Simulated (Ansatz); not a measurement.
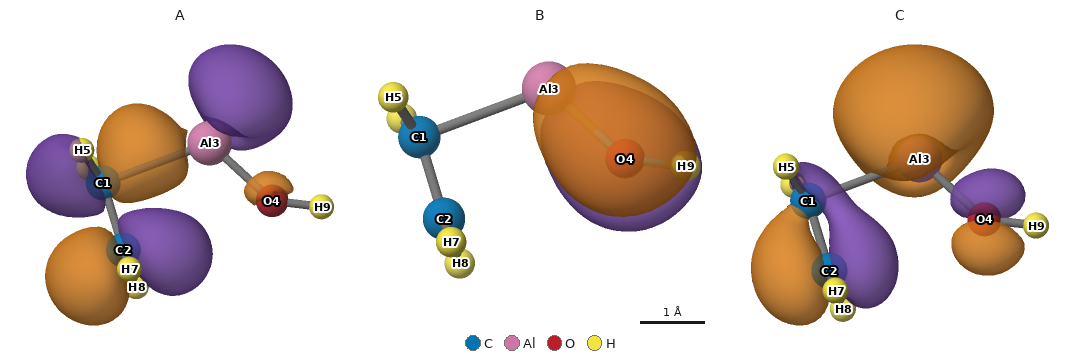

Figure 1: C2H5AlO (charge +1, doublet). Three frontier orbitals at ±0.1 Å⁻³ᐟ² (orange and purple are the two phases), in no order.

Geometry: PBE0-D3(BJ)/def2-SVP.

Theory: isolated molecule in a Gaussian basis; Kohn-Sham density functional theory, functional PBE0 (Ansatz).

```xyz
9

C    -0.7979    2.6462   -1.1235
C    -1.3373    2.9241    0.1074
Al    1.1393    2.0702   -0.2985
O     1.2930    2.1547    1.3534
H    -0.4579    3.4644   -1.7752
H    -1.0425    1.7030   -1.6338
H    -1.2540    3.9187    0.5594
H    -1.8401    2.1527    0.7011
H     1.8953    2.0151    2.0882
```

Which picture is the HOMO−1, the HOMO and the LUMO? All are α orbitals.

Answer. B is the HOMO−1 (α) (−14.58 eV). By Hirshfeld shares it lies mainly on O4 (about 80 %); largely a lone pair of O4. C is the HOMO (α) (−11.77 eV). Its weight (Hirshfeld) is mainly on Al3 (about 60 %), C2 (about 15 %), O4 (about 10 %) and C1 (about 5 %). A is the LUMO (α) (−7.34 eV). Its weight (Hirshfeld) is mainly on C2 (about 30 %), Al3 (about 30 %) and C1 (about 25 %).

What is the gap between the highest occupied and lowest empty α orbitals?

Answer. 4.43 eV between the orbital energies.
